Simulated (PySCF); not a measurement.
## A study: CO2, SMILES `O=C=O`

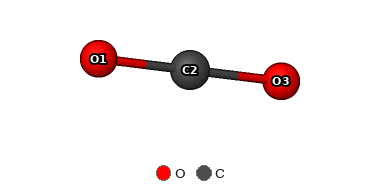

The molecule, with its atoms numbered as below. No frequency check shows the geometry to be a minimum.

Geometry (Å), atoms numbered from 1:

```
O1      -1.1437    0.0001    0.0000
C2       0.0000   -0.0001    0.0000
O3       1.1437    0.0001    0.0000
```

### 1. Bonding charge

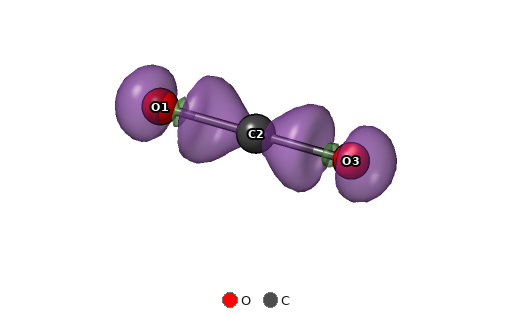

Deformation density (molecule less spherical, spin-averaged free atoms at the same positions), surfaces at ±0.3 e/Å³; purple: gain, green: loss.

PySCF calculation, HF/6-31+G*, gas phase; geometry: GFN2-xTB.

Q: Describe the bonding that the map shows.

A: O1–C2 and C2–O3: +0.95 e/Å³ at the bond critical point (bond length 1.14 Å). In all, 1.0 electrons gather in the regions of gain relative to the promolecule.

### 2. Bond critical points

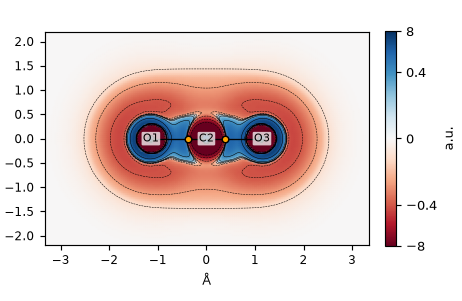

Negative Laplacian of the density (−∇²ρ) in the molecular plane (blue positive, red negative, colour scale in a.u., logarithmic beyond ±0.04), with bond paths and bond critical points (dots).

Q: Sort the bonds in the plane by the sign of ∇²ρ at their critical points.

A: At none is it concentrated. Depleted (∇²ρ > 0): O1–C2 and C2–O3 (+0.67 a.u., H = −0.836). A positive Laplacian with clearly negative H marks a strongly polar covalent bond, whose critical point lies close to the core of the less electronegative atom.

Q: Where along O1–C2 does the critical point lie?

A: 0.76 Å from O1 and 0.38 Å from C2.

### 3. Local ionisation energy

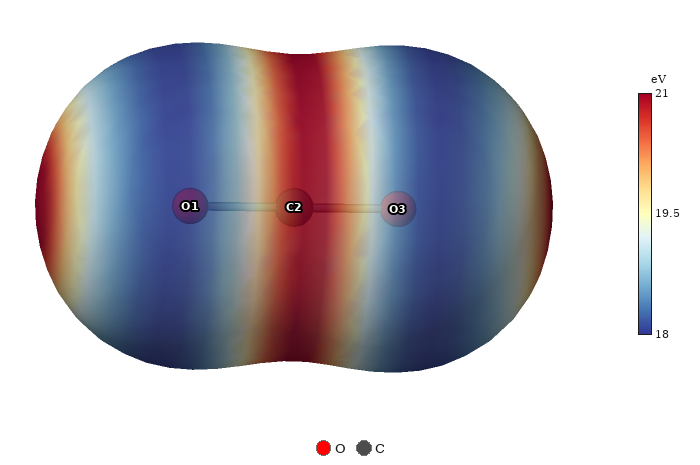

Average local ionisation energy on the surface of electron density 0.001 a.u.

Q: Locate the minima of the map.

A: The lowest value is 18.1 eV, 1.8 Å from O1, and at like points elsewhere. For comparison, the highest occupied orbital lies at −14.9 eV.

### 4. In an electric field

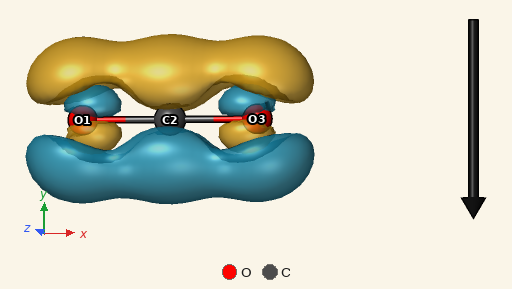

Change of the electron density in a uniform field of 0.51 V/Å along −y (arrow), surfaces at ±0.003 e/Å³ (yellow: gain, teal: loss).

PySCF calculation, ωB97X/6-31+G*, gas phase; geometry: GFN2-xTB. The basis has diffuse s and p functions alone, which still leaves polarisabilities too small, most of all across bonds.

The field was applied in both directions; the picture shows the one opposite to the script's first.

Q: How large is the response?

A: The induced dipole is 0.23 D (along the field); α along this axis, from the fields in both directions, is 9 bohr³ (1.3 Å³).

The PySCF runs shown took 0.66 s and 3.8 s on 1 thread of Intel(R) Xeon(R) 6975P-C (Granite Rapids), with other jobs on the host.
